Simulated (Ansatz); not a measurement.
K···C$_{2}$H$_{6}$ (SMILES [K+].CC) (charge +1)

Input file:

```
crystal:
  periodic: [false, false, false]
  atoms:
    - {symbol: K, position_ang: [-0.210100, 0.587059, -3.214789]}
    - {symbol: C, position_ang: [-0.713880, 0.064349, 0.300861]}
    - {symbol: C, position_ang: [0.769627, -0.208724, 0.486121]}
    - {symbol: H, position_ang: [-0.906322, 1.078745, -0.069608]}
    - {symbol: H, position_ang: [-1.189485, -0.662764, -0.368783]}
    - {symbol: H, position_ang: [-1.249284, -0.011365, 1.248238]}
    - {symbol: H, position_ang: [0.939462, -1.209429, 0.885728]}
    - {symbol: H, position_ang: [1.218023, 0.503834, 1.179760]}
    - {symbol: H, position_ang: [1.341860, -0.141503, -0.447626]}
basis:
  gaussian: {orbitals: "def2-TZVPPD.json"}
total_charge: 1
hamiltonian: {xc: pbe0, dispersion: d4}
output: {orbitals: {seedname: orbitals}}
```

Command:

```sh
ansatz run in.yaml --threads 2 --pin off --events-out ev --progress --plain --max-ram 5222MiB
```

Geometry: PBE0-D4/def2-TZVP.

Theory: RKS PBE0-D4/def2-TZVPPD in Ansatz.

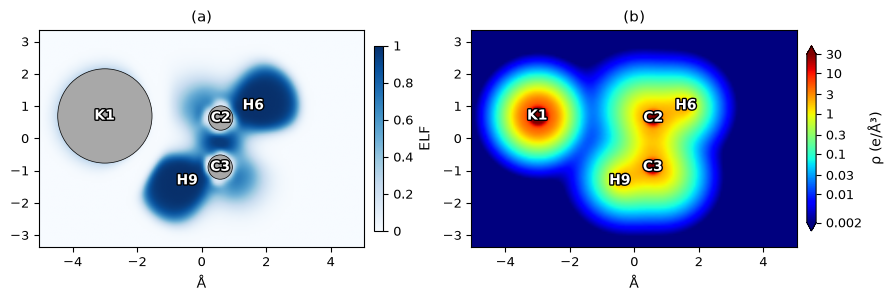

Figure 1. (a) ELF; (b) total electron density on the plane of atoms C3, C2 and H6. Grey discs cover the atomic cores in the ELF map.

Q: Interpret the plot.

A: Atoms in the plane: K, C and H. C2···K1 (3.59 Å): the density falls to about 0.02 e/Å³ on the way; the ELF dips to about 0 between them. K1···H9 (3.26 Å): the density falls to about 0.01 e/Å³ on the way; the ELF dips to about 0 between them. C–C (1.52 Å): the density is about 1.6 e/Å³ at the midpoint; the ELF peaks at about 0.95 between the atoms, as expected for a covalent bond. C–H (1.09 Å): ρ at the midpoint is about 2 e/Å³; the ELF climbs to about 1 towards the hydrogen, as it does in any bond to H: a covalent bond by its length.

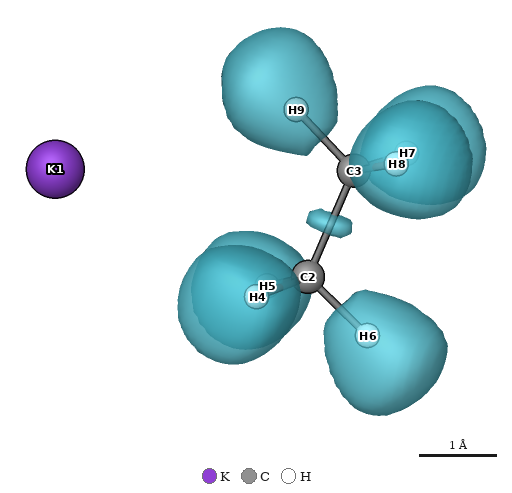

Figure 2. Isosurface of the electron localisation function at 0.9 (cyan), seen across its widest extent. Core shells and regions of very low density are left out.

Q: Identify the bonds, lone pairs and shells in this picture.

A: At this value the surface marks out one region between bonded C–C atoms (shared pairs) and six regions around hydrogen nuclei.

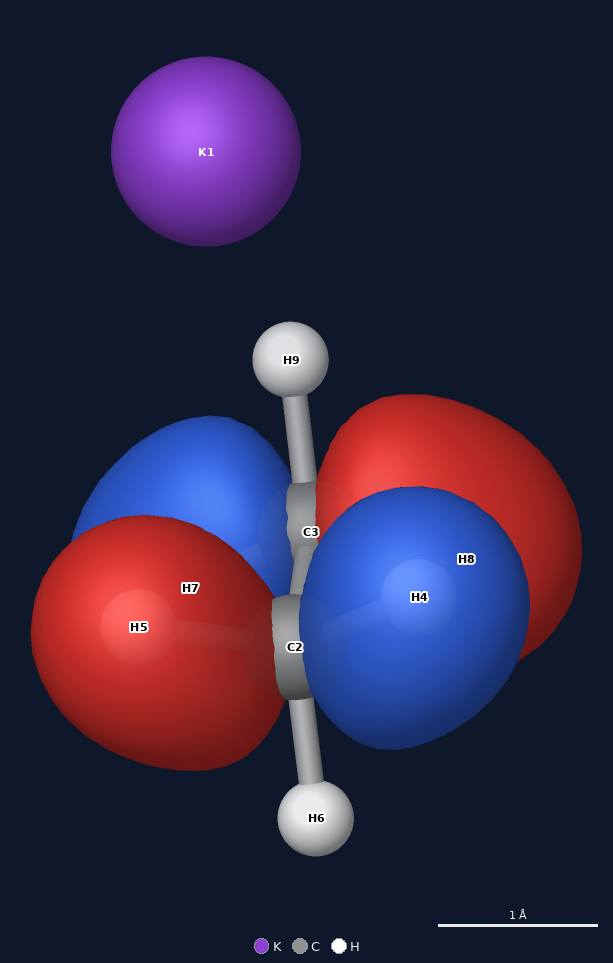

Figure 3. The HOMO−1 at ±0.15 Å⁻³ᐟ² (blue and red are the two phases), seen at an oblique angle.

Q: What is the character of this orbital?

A: It lies mainly on C3 (about 30 %), C2 (about 20 %), H4 (about 10 %), H5 (about 10 %), H7 (about 10 %) and H8 (about 10 %). Its energy is −13.36 eV.
